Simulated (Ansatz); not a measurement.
**How Cr(100) screens a field**

Where does the screening charge of Cr(100) sit?

Main program and level: Ansatz 0.2.0; plane-wave DFT, LDA, Ansatz PAW.

## 1. Starting point

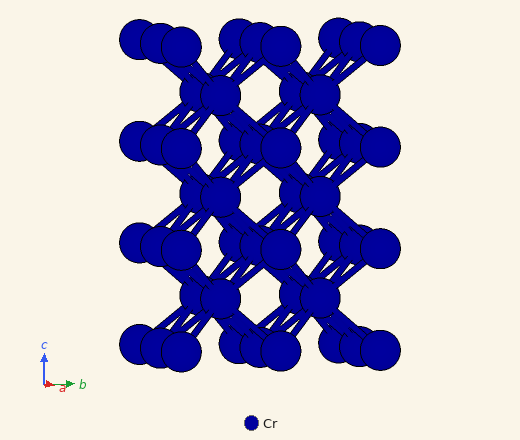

The starting structure, seen from the side, with the c axis up (chromium blue). 2×2×1 cells are drawn. Some periodic images of atoms are drawn too.

The cell holds 7 atoms: 7 Cr. Cell: a = 2.880 Å, b = 2.880 Å, c = 26.640 Å, α = 90.0°, β = 90.0°, γ = 90.0°. Vacuum lies along c.

Coordinates:

```cif
data_structure
_symmetry_space_group_name_H-M 'P 1'
_symmetry_Int_Tables_number 1
_cell_length_a 2.8800
_cell_length_b 2.8800
_cell_length_c 26.6400
_cell_angle_alpha 90.000
_cell_angle_beta 90.000
_cell_angle_gamma 90.000
_cell_volume 220.96
loop_
_atom_site_label
_atom_site_type_symbol
_atom_site_fract_x
_atom_site_fract_y
_atom_site_fract_z
_atom_site_occupancy
Cr1 Cr 0.00000 0.00000 0.33784 1
Cr2 Cr 0.50000 0.50000 0.39189 1
Cr3 Cr 0.00000 0.00000 0.44595 1
Cr4 Cr 0.50000 0.50000 0.50000 1
Cr5 Cr 0.00000 0.00000 0.55405 1
Cr6 Cr 0.50000 0.50000 0.60811 1
Cr7 Cr 0.00000 0.00000 0.66216 1
```

## 2. Atoms held, field 0

A sawtooth potential applies the field, turning back in the middle of the vacuum. With the dipole correction the typed value is the field outside the slab. The induced dipole is small, so the SCF threshold is tight.

File input.yaml:

```yaml
crystal:
  lattice:
    - [2.88, 0.0, 0.0]
    - [0.0, 2.88, 0.0]
    - [0.0, 0.0, 26.64]
  atoms:
    - { symbol: Cr, position: [0.0, 0.0, 0.3378378378], spin: 2.0 }
    - { symbol: Cr, position: [0.5, 0.5, 0.3918918919], spin: -2.0 }
    - { symbol: Cr, position: [0.0, 0.0, 0.4459459459], spin: 2.0 }
    - { symbol: Cr, position: [0.5, 0.5, 0.5], spin: -2.0 }
    - { symbol: Cr, position: [0.0, 0.0, 0.5540540541], spin: 2.0 }
    - { symbol: Cr, position: [0.5, 0.5, 0.6081081081], spin: -2.0 }
    - { symbol: Cr, position: [0.0, 0.0, 0.6621621622], spin: 2.0 }
magnetization:
  spin_polarized: true
kpoints:
  mp_grid: { grid: [18, 18, 1] }
hamiltonian:
  xc: lda
scf:
  occupations: { method: fermi_dirac, width: 0.1 }
  convergence: { dr2_threshold: 1.0e-10 }
efield:
  axis: 3
  dipole_correction: true
  ramp_position: 0.97
  ramp_width: 0.06
  amplitude: 0
output:
  forces: true
  write_potential: true
  write_density: true
  volumetric_format: npy
```

Started as:

```console
$ ansatz run input.yaml --threads 4 --pin off --max-ram 6144MiB --backend cpu --events-out ev --progress --plain --runs-dir out
```

Numbers of over 12 decimals in the logs are rounded to 6 here.

What it wrote:

```text
Engine: ansatz 0.2.0, aarch64-unknown-linux-gnu
Pseudopotentials: kind: paw
Pseudopotential: Cr, paw, valence charge 14, recommended cutoff 420 eV (normal), Cr.paw.azcp
Functional definition: SPW92
  exchange = slater_x
  correlation = pw_c
Crystal: 7 atoms, lattice volume = 220.963 Å³
Basis set: ecut = 420 eV, 4301 PW (Γ)
Bands: 68, of which v1, the nominal top of the filled ones, is band 49 counted from 1 (48 counted from 0)
Symmetry: 8 space group operations
k-points: 55 of 324
Non-local potential: Cr, projectors of the file, l = 0: 3, l = 1: 2, l = 2: 3, l = 3: 1
PAW form: soft (Blöchl's): semilocal exchange-correlation on the pseudo side does not see the compensation charge
PAW frozen core: Cr, regenerated for the run's functional, and the local potential with it (the file was generated under x = pbe(κ = 0.804, μ = 0.219515), c = pbe(β = 0.066725))
PAW one-centre angular grid: Cr, 590 points (default); XC on 64 Gauss nodes
Initial density: superposition of atomic densities (neutral atoms: chi_scale 0, normalization atom)
Starting moments: Σ|m| = 14 μB on 7 of 7 sites
Initial wavefunctions: pseudopotential atomic-orbital guess
Functional: x = slater, c = lda
SCF iter   1: F=—  HF=-23276.604646 eV  |F-HF|=—  |Δ(HF+E_count)|=         —  Δρ=1.04e-1 (↑1.04e-1 ↓9.82e-2)  dr2=5.78e1  dr2_m=1.03e1  M=1.670 μB ∫|m|=3.589 μB  β_m=1.00  ethr=3.10e-3  p=0.000 e·Å  D=1.51e-13 V/Å  ΔV_dip=-0.00 eV  dr2_dipole=2.67e-8  V_vac-E_F(+/−)=6.76/6.76 eV  ⟨swp⟩=9.2  Hψ=36589  notcnv=0
Mixer restart at iter 1: flushing history
efield: sawtooth ramp at fractional position 0.9700 (set: `efield.ramp_position`, or a place that a band, a saddle search or an elastic batch's reference lends), width 0.0600; the density the first Hamiltonian is built on has a dipole p = 0.000 e·Å; the dipole correction subtracts the counter field D = 1.51e-13 V/Å, which shifts the + side's vacuum level by -0.00 eV against the − side's; the planar-averaged density in the ramp window peaks in size at 4.2e-6 e/Å³
preconditioner: auto → LDOS  [metal: Δε(μ)=0.005 eV  Ē_g=4.863 eV  σ=0.100 eV  W_gap=0.01  n_scr=56 (ndim 8)  ℏωp=16.2 eV  f_vac=0.546  D(μ)=6.71/eV (n_scr^D=46)]
spin=Collinear: LDOS preconditioning applied to the charge; magnetization (m = ρ↑ − ρ↓) channel mixes plain (no charge-response kernel on spin).
SCF iter   2: F=—  HF=-23265.875815 eV  |F-HF|=—  |Δ(HF+E_count)|=    1.07e1  Δρ=1.02e-1 (↑1.02e-1 ↓8.27e-2)  dr2=8.62e0  dr2_m=1.66e1  M=-2.172 μB ∫|m|=7.472 μB  β_m=0.65  ethr=3.10e-3  p=0.000 e·Å  D=1.02e-6 V/Å  ΔV_dip=-0.00 eV  dr2_dipole=4.08e-8  V_vac-E_F(+/−)=5.66/5.66 eV  ⟨swp⟩=3.1  Hψ=20242  notcnv=0  defer=11
density mixer auto → msr1: a metal under ldos (density of states about μ 2.62 of a free-electron gas's, 56 screened modes)
SCF iter   3: F=—  HF=-23259.354615 eV  |F-HF|=—  |Δ(HF+E_count)|=    6.52e0  Δρ=7.21e-2 (↑6.53e-2 ↓7.21e-2)  dr2=1.93e0  dr2_m=8.96e0  M=-3.450 μB ∫|m|=10.288 μB  β_m=0.82  ethr=3.10e-3  p=-0.000 e·Å  D=-2.74e-6 V/Å  ΔV_dip=0.00 eV  dr2_dipole=2.23e-10  V_vac-E_F(+/−)=4.46/4.46 eV  ⟨swp⟩=2.9  Hψ=15578  notcnv=0  defer=4
SCF iter   4: F=—  HF=-23256.974071 eV  |F-HF|=—  |Δ(HF+E_count)|=    2.38e0  Δρ=1.90e-2 (↑1.90e-2 ↓1.15e-2)  dr2=1.16e0  dr2_m=1.86e-1  M=-2.914 μB ∫|m|=6.281 μB  β_m=0.81  ethr=1.97e-3  p=-0.000 e·Å  D=-4.84e-6 V/Å  ΔV_dip=0.00 eV  dr2_dipole=2.89e-9  V_vac-E_F(+/−)=4.40/4.40 eV  ⟨swp⟩=3.1  Hψ=17474  notcnv=0
SCF iter   5: F=—  HF=-23256.944426 eV  |F-HF|=—  |Δ(HF+E_count)|=   2.96e-2  Δρ=2.52e-2 (↑2.07e-2 ↓2.52e-2)  dr2=3.84e-1  dr2_m=9.63e-1  M=-3.899 μB ∫|m|=9.980 μB  β_m=0.79  ethr=1.18e-3  p=0.000 e·Å  D=5.85e-6 V/Å  ΔV_dip=-0.00 eV  dr2_dipole=2.28e-10  V_vac-E_F(+/−)=4.18/4.18 eV  ⟨swp⟩=3.1  Hψ=17514  notcnv=0
SCF iter   6: F=—  HF=-23256.717584 eV  |F-HF|=—  |Δ(HF+E_count)|=   2.27e-1  Δρ=8.79e-3 (↑8.05e-3 ↓8.79e-3)  dr2=6.02e-2  dr2_m=1.27e-1  M=-3.889 μB ∫|m|=10.002 μB  β_m=0.66  ethr=3.92e-4  p=0.000 e·Å  D=4.37e-6 V/Å  ΔV_dip=-0.00 eV  dr2_dipole=4.44e-9  V_vac-E_F(+/−)=4.03/4.03 eV  ⟨swp⟩=2.6  Hψ=14132  notcnv=0  defer=3
SCF iter   7: F=—  HF=-23256.686495 eV  |F-HF|=—  |Δ(HF+E_count)|=   3.11e-2  Δρ=5.18e-3 (↑5.14e-3 ↓5.18e-3)  dr2=1.17e-2  dr2_m=5.12e-2  M=-3.896 μB ∫|m|=10.015 μB  β_m=0.83  ethr=6.15e-5  p=0.000 e·Å  D=2.93e-6 V/Å  ΔV_dip=-0.00 eV  dr2_dipole=1.99e-10  V_vac-E_F(+/−)=4.04/4.04 eV  ⟨swp⟩=2.4  Hψ=14685  notcnv=0  defer=3
SCF iter   8: F=—  HF=-23256.685975 eV  |F-HF|=—  |Δ(HF+E_count)|=   5.20e-4  Δρ=2.91e-3 (↑2.68e-3 ↓2.91e-3)  dr2=1.13e-2  dr2_m=1.26e-2  M=-3.905 μB ∫|m|=10.293 μB  β_m=0.88  ethr=1.19e-5  p=0.000 e·Å  D=7.89e-7 V/Å  ΔV_dip=-0.00 eV  dr2_dipole=1.85e-10  V_vac-E_F(+/−)=4.02/4.02 eV  ⟨swp⟩=2.9  Hψ=15787  notcnv=0  defer=3
SCF iter   9: F=—  HF=-23256.680485 eV  |F-HF|=—  |Δ(HF+E_count)|=   5.49e-3  Δρ=5.26e-4 (↑5.26e-4 ↓4.14e-4)  dr2=1.66e-3  dr2_m=7.75e-5  M=-3.886 μB ∫|m|=10.306 μB  β_m=0.68  ethr=1.15e-5  p=-0.000 e·Å  D=-8.40e-8 V/Å  ΔV_dip=0.00 eV  dr2_dipole=2.97e-11  V_vac-E_F(+/−)=4.01/4.01 eV  ⟨swp⟩=2.3  Hψ=13911  notcnv=0  defer=3
[...]
SCF iter  14: F=—  HF=-23256.679939 eV  |F-HF|=—  |Δ(HF+E_count)|=   3.70e-9  Δρ=3.76e-6 (↑3.76e-6 ↓3.52e-6)  dr2=1.13e-7  dr2_m=1.52e-8  M=-3.892 μB ∫|m|=10.306 μB  β_m=0.72  ethr=4.25e-10  p=0.000 e·Å  D=1.49e-9 V/Å  ΔV_dip=-0.00 eV  dr2_dipole=1.84e-13  V_vac-E_F(+/−)=4.02/4.02 eV  ⟨swp⟩=2.8  Hψ=12183  notcnv=0  defer=3
SCF iter  15: F=—  HF=-23256.679939 eV  |F-HF|=—  |Δ(HF+E_count)|=   5.13e-9  Δρ=6.70e-7 (↑4.44e-7 ↓6.70e-7)  dr2=4.49e-9  dr2_m=2.98e-10  M=-3.892 μB ∫|m|=10.306 μB  β_m=0.70  ethr=1.16e-10  p=0.000 e·Å  D=3.17e-9 V/Å  ΔV_dip=-0.00 eV  dr2_dipole=1.94e-13  V_vac-E_F(+/−)=4.02/4.02 eV  ⟨swp⟩=2.7  Hψ=11225  notcnv=0  defer=3
SCF iter  16: F=—  HF=-23256.679939 eV  |F-HF|=—  |Δ(HF+E_count)|=   1.03e-9  Δρ=3.67e-7 (↑3.67e-7 ↓2.85e-7)  dr2=5.61e-10  dr2_m=1.38e-10  M=-3.892 μB ∫|m|=10.306 μB  β_m=0.69  ethr=4.58e-12  p=0.000 e·Å  D=4.98e-9 V/Å  ΔV_dip=-0.00 eV  dr2_dipole=6.54e-13  V_vac-E_F(+/−)=4.02/4.02 eV  ⟨swp⟩=3.0  Hψ=13597  notcnv=0  defer=3
SCF iter  17: F=—  HF=-23256.679939 eV  |F-HF|=—  |Δ(HF+E_count)|=  9.53e-10  Δρ=2.70e-7 (↑2.41e-7 ↓2.70e-7)  dr2=2.77e-10  dr2_m=5.90e-11  M=-3.892 μB ∫|m|=10.306 μB  β_m=0.56  ethr=1.00e-12  p=0.000 e·Å  D=8.42e-10 V/Å  ΔV_dip=-0.00 eV  dr2_dipole=7.26e-14  V_vac-E_F(+/−)=4.02/4.02 eV  ⟨swp⟩=2.9  Hψ=14402  notcnv=0  defer=3
SCF iter  18: F=—  HF=-23256.679939 eV  |F-HF|=—  |Δ(HF+E_count)|=   2.12e-9  Δρ=8.93e-8 (↑4.67e-8 ↓8.93e-8)  dr2=3.09e-11  dr2_m=7.43e-12  M=-3.892 μB ∫|m|=10.306 μB  β_m=0.61  ethr=1.00e-12  p=0.000 e·Å  D=7.84e-10 V/Å  ΔV_dip=-0.00 eV  dr2_dipole=1.81e-14  V_vac-E_F(+/−)=4.02/4.02 eV  ⟨swp⟩=2.8  Hψ=13620  notcnv=0  defer=3
iter 19 did not close the SCF: its close was put off for the exchange–correlation potential of the local minority spin (scf_convergence_deferred on its scf_iter line)
SCF iter  19: F=-23256.679939 eV  HF=-23256.679939 eV  |F-HF|=2.62e-10  |Δ(HF+E_count)|=   4.68e-9  Δρ=9.22e-8 (↑5.16e-8 ↓9.22e-8)  dr2=6.26e-11  dr2_m=1.32e-12  M=-3.892 μB ∫|m|=10.306 μB  β_m=0.48  ethr=1.00e-12  p=0.000 e·Å  D=3.65e-10 V/Å  ΔV_dip=-0.00 eV  dr2_dipole=1.61e-14  V_vac-E_F(+/−)=4.02/4.02 eV  ⟨swp⟩=7.3  Hψ=37011  notcnv=0
iter 20 met the thresholds in force, and the SCF goes on: an eigenvalue changes by 1.48 meV, over its tolerance of 1.00 meV (output.eigenvalues, Limitations)
SCF iter  20: F=-23256.679939 eV  HF=-23256.679939 eV  |F-HF|=1.46e-10  |Δ(HF+E_count)|=   7.33e-7  Δρ=5.62e-8 (↑5.62e-8 ↓3.55e-8)  dr2=9.55e-11  dr2_m=2.45e-12  M=-3.892 μB ∫|m|=10.306 μB  β_m=0.49  ethr=1.00e-12  p=0.000 e·Å  D=4.49e-10 V/Å  ΔV_dip=-0.00 eV  dr2_dipole=2.60e-15  V_vac-E_F(+/−)=4.02/4.02 eV  ⟨swp⟩=5.8  Hψ=35805  notcnv=0  recentre
SCF iter  21: F=-23256.679939 eV  HF=-23256.679939 eV  |F-HF|=1.02e-10  |Δ(HF+E_count)|=  1.09e-11  Δρ=3.63e-8 (↑3.63e-8 ↓2.40e-8)  dr2=2.52e-11  dr2_m=1.18e-12  M=-3.892 μB ∫|m|=10.306 μB  ethr=1.00e-12  p=0.000 e·Å  D=3.12e-10 V/Å  ΔV_dip=-0.00 eV  dr2_dipole=2.34e-16  V_vac-E_F(+/−)=4.02/4.02 eV  ⟨swp⟩=4.2  Hψ=25082  notcnv=0
SCF 1 converged in 21 iterations: F = -23256.679939 eV  dr2 = 2.52e-11
  greatest PAW one-centre occupation: 1.000 electrons in one spin orbital (limit 2), on the Cr atom at site 4 (counted from 0), in its partial waves of l = 0
WARN: The output density's exchange-correlation potential varies sharply where the density is thin. Do not read a vacuum level from v_tot or v_xc, or from such a field of the output density. On a cell that repeats whose density bears no net charge and no dipole along the vacuum's axis use v_es (v_loc + v_h of the components); under efield.dipole_correction with no amplitude use v_es + v_field, which holds any externa [...]
SCF converged after 21 iterations
an eigenvalue changed by more than its tolerance at an iteration that met the thresholds in force, so the SCF went on 1 time: the last check found none over its tolerance
Magnetization: -3.8917 μB (47.0541 up, 50.9459 down)
Absolute magnetization: 10.3058 μB (∫|ρ↑−ρ↓|, with the PAW one-centre terms)
Spin contamination: 1.5243 ħ² per cell (⟨S²⟩ above its minimum at these occupations)
Per-site moments (μB) at R_I (Å): [(-2.337705, 1.028838), (1.115889, 1.028838), (-0.763405, 1.028838), (0.737212, 1.028838), (-0.763405, 1.028838), (1.115889, 1.028838), (-2.337705, 1.028838)]
Free energy (F): -23256.679939 eV
Harris-Foulkes:  -23256.679939 eV  (|F-HF|=1.02e-10)
Internal energy: -23256.489773 eV  (E = F + TS)
E sigma→0 (E₀):  -23256.584856 eV
Entropy (-TS):   -0.190165 eV (-27.166 meV/atom)
Fermi energy:    4.572224 eV
Dipole field:    D = 0.000000 V/Å  (p = 0.000000 e·Å, saw-weighted, corrected)
Work function:   Φ+ = 4.0182 eV   Φ− = 4.0183 eV
Levels:          The Fermi level and band energies are counted from a zero that moves with the ramp; work functions are not
--- Per-component energies (eV) ---
  E_band       = -2422.993423
  E_kinetic    = 2395.335150
  E_local      = -189341.133382  (includes V_loc(G=0)·N_el)
  E_nonlocal   = 590.972025
  E_hartree    = 93429.338319
  E_xc         = -965.488352
  E_vxc        = -1238.356120  (∫ρ·V_xc dr)
  E_paw        = -7991.490610  (= ΣΔE_a)
  E_vpaw       = -1688.492696  (= ΣTr[D̂ρ^β])
  E_aug_tail   = 0.002436  (compensation charges beyond the density's cutoff)
  E_efield     = 0.000000  (sawtooth field / dipole correction)
  E_vefield    = 0.000000  (∫n·V_field dr)
  E_ewald      = 78623.418767
  E_core_change = 2.555873  (= ΣΔE_core)
  E_smearing   = -0.190165  (= −TS)
  E_closure    = -0.000000  (closes the sum)
  Σ components = -23256.679939   (vs F -23256.679939, Δ=0.00e0)
--- Forces (eV/Å), atoms counted from 1 ---
  atom   1  Cr    -0.00000000     0.00000000     1.47031856
  atom   2  Cr    -0.00000000     0.00000000    -0.44708701
  atom   3  Cr    -0.00000000     0.00000000     0.14304588
  atom   4  Cr    -0.00000000     0.00000000    -0.00000001
  atom   5  Cr     0.00000000     0.00000000    -0.14304589
  atom   6  Cr     0.00000000     0.00000000     0.44708701
  atom   7  Cr     0.00000000     0.00000000    -1.47031855
  max |Σ_I F_I| component: 8.00e-9 eV/Å
--- Band table (eV; the first three rows and the last of 110) ---
  k-point 0 ↑: bands = [... 45 lower, 3.9248, 4.1789, 4.5389, 4.7042, 4.9582, 4.9734, 5.0208, 5.0208, ... 15 higher]
  k-point 1 ↑: bands = [... 45 lower, 4.1114, 4.2548, 4.5187, 4.6168, 4.8841, 4.9682, 5.1240, 5.2210, ... 15 higher]
  k-point 2 ↑: bands = [... 45 lower, 4.3145, 4.3258, 4.4241, 4.7501, 4.8789, 4.9366, 5.2449, 5.3429, ... 15 higher]
  k-point 54 ↓: bands = [... 45 lower, 4.2363, 4.2363, 4.7796, 4.8145, 5.3034, 5.3034, 5.6760, 5.7240, ... 15 higher]
```

The job ended after 2.4 min (4 threads of Arm Neoverse V1, shared host; peak memory 1.5 GiB).

This step gave:

```yaml
energy_at_zero_smearing: -23256.5849 eV
total_moment: -3.892 μB
site_moments: -2.338, 1.116, -0.7634, 0.7372, -0.7634, 1.116, -2.338 μB
work_function_upper_face: 4.018 eV
dipole_along_the_normal: 2.43e-8 e·Å
```

Running mean over 1.44 Å of the planar mean; the ramp of the sawtooth is left out. Electron's electrostatic potential energy less the Fermi level against z:

```csv
z (Å),electron's electrostatic potential energy less the Fermi level (eV)
4,4.02
6,3.96
8,-1.09
10,-9.61
12,-9.60
14,-9.58
16,-9.67
18,-6.78
20,3.76
22,4.02
```

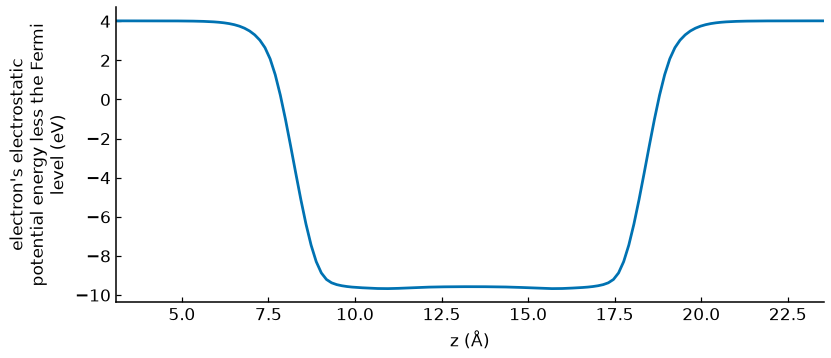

Electron's electrostatic potential energy less the Fermi level against z.

Site moment by atom:

```csv
atom,site moment (μB)
Cr1,-2.34
Cr2,1.12
Cr3,-0.76
Cr4,0.74
Cr5,-0.76
Cr6,1.12
Cr7,-2.34
```

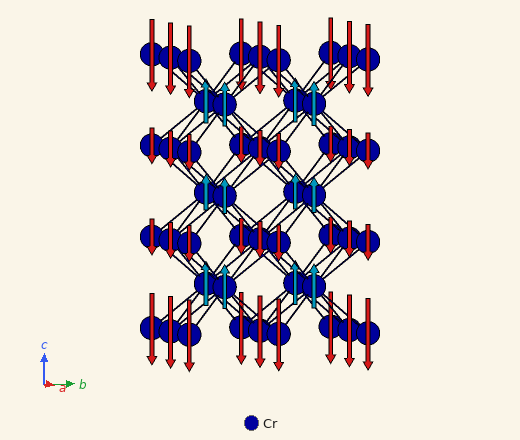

Site moment as arrows, the longest 2.34 μB. Up and down stand for the sign. Arrows give size and sign along the axis of quantisation, drawn up and down the page. Each arrow also spans its atom, so small moments look longer than they are. The two directions have two colours. 2×2×1 cells are drawn. Some periodic images of atoms are drawn too.

Force by atom:

```csv
atom,x (eV/Å),y (eV/Å),z (eV/Å),size
Cr1,0.00,0.00,1.47,1.47
Cr2,0.00,0.00,-0.45,0.45
Cr3,0.00,0.00,0.14,0.14
Cr4,0.00,0.00,0.00,0.00
Cr5,0.00,0.00,-0.14,0.14
Cr6,0.00,0.00,0.45,0.45
Cr7,0.00,0.00,-1.47,1.47
```

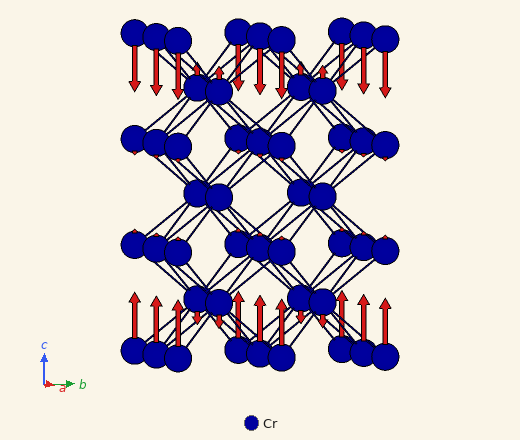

Force as arrows, the longest 1.47 eV/Å. 2×2×1 cells are drawn. Some periodic images of atoms are drawn too.

The work function of the upper face is 4.02 eV.

## 3. Single point, field 0.05 V/Å

Edit input.yaml of step 2 so:

```diff
@@ -27,3 +27,3 @@
   ramp_width: 0.06
-  amplitude: 0
+  amplitude: 0.05
 output:
```

What it wrote:

```text
[...]
Crystal: 7 atoms, lattice volume = 220.963 Å³
Basis set: ecut = 420 eV, 4301 PW (Γ)
Bands: 68, of which v1, the nominal top of the filled ones, is band 49 counted from 1 (48 counted from 0)
Symmetry: 8 space group operations
k-points: 55 of 324
[...]
Starting moments: Σ|m| = 14 μB on 7 of 7 sites
[...]
k-point 1 ↑: bands = [... 45 lower, 4.1112, 4.2545, 4.5184, 4.6165, 4.8826, 4.9685, 5.1241, 5.2207, ... 15 higher]
  k-point 2 ↑: bands = [... 45 lower, 4.3142, 4.3255, 4.4238, 4.7497, 4.8779, 4.9368, 5.2447, 5.3427, ... 15 higher]
  k-point 54 ↓: bands = [... 45 lower, 4.2360, 4.2360, 4.7793, 4.8143, 5.3026, 5.3037, 5.6758, 5.7237, ... 15 higher]
[key lines of the parts left out:]
SCF converged after 28 iterations
Magnetization: -3.8916 μB (47.0542 up, 50.9458 down)
Free energy (F): -23256.680652 eV
Fermi energy:    4.571950 eV
Dipole field:    D = 0.023347 V/Å  (p = 0.028509 e·Å, saw-weighted, corrected)
```

Wall time 2.9 min (4 threads); peak memory 1.5 GiB.

The dipole is 0.0285 e·Å.

## 4. Single point, field -0.05 V/Å

Edit input.yaml of step 3 so:

```diff
@@ -27,3 +27,3 @@
   ramp_width: 0.06
-  amplitude: 0.05
+  amplitude: -0.05
 output:
```

What it wrote:

```text
[...]
Crystal: 7 atoms, lattice volume = 220.963 Å³
Basis set: ecut = 420 eV, 4301 PW (Γ)
Bands: 68, of which v1, the nominal top of the filled ones, is band 49 counted from 1 (48 counted from 0)
Symmetry: 8 space group operations
k-points: 55 of 324
[...]
Starting moments: Σ|m| = 14 μB on 7 of 7 sites
[...]
k-point 1 ↑: bands = [... 45 lower, 4.1112, 4.2545, 4.5184, 4.6165, 4.8826, 4.9685, 5.1241, 5.2207, ... 15 higher]
  k-point 2 ↑: bands = [... 45 lower, 4.3142, 4.3255, 4.4238, 4.7497, 4.8779, 4.9368, 5.2447, 5.3427, ... 15 higher]
  k-point 54 ↓: bands = [... 45 lower, 4.2360, 4.2360, 4.7793, 4.8143, 5.3026, 5.3037, 5.6758, 5.7237, ... 15 higher]
[key lines of the parts left out:]
SCF converged after 28 iterations
Magnetization: -3.8916 μB (47.0542 up, 50.9458 down)
Free energy (F): -23256.680652 eV
Fermi energy:    4.571950 eV
Dipole field:    D = -0.023347 V/Å  (p = -0.028510 e·Å, saw-weighted, corrected)
```

It took 2.8 min on 4 threads; peak memory 1.4 GiB.

The dipole is -0.0285 e·Å.

[end of part 1 of 3]

[Logs are printed without paths, hosts, clocks, repeated set-up lines and the standing remarks that a program may print on its own settings, such as how far it seeks lower states.]

[Hosts, paths, dates, database ids (printed as entryN), source tags and the programs' standing remarks are cut or masked in the printed files.]

[Maps of the electrostatic potential energy from Ansatz leave out the sawtooth potential of an applied field or a dipole correction, so their vacuum need not be flat; planar profiles and work functions include it.]
